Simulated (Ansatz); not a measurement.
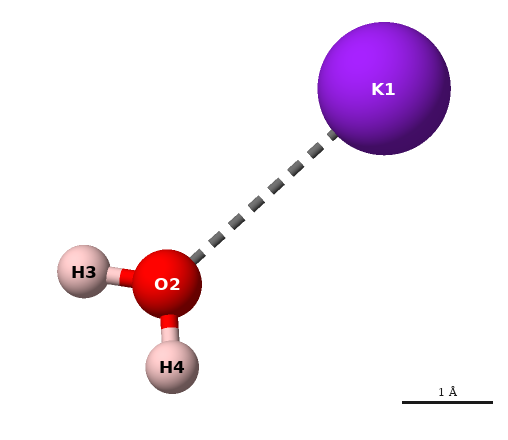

Two molecules or ions; the broken line marks their closest contact (measured against van der Waals radii). State: charge +1, singlet. Geometry: a pair of rigid molecules at a changed separation. Program: Ansatz 0.2.0.

**Which two species are they?**

K and H2O (`O.[K+]`).

**How long is the contact?**

K1···O2 is 3.28 Å.

Give the counterpoise-corrected interaction energy (kJ/mol, monomers kept as in the pair) with RHF-CCSD(T) (frozen core)/def2-TZVPPD; ωB97M-V/def2-TZVPPD.

```json
{"level": "RHF-CCSD(T) (frozen core)/def2-TZVPPD", "interaction energy (kJ/mol)": "−54.0"}
{"level": "ωB97M-V/def2-TZVPPD", "interaction energy (kJ/mol)": "−55.5"}
```
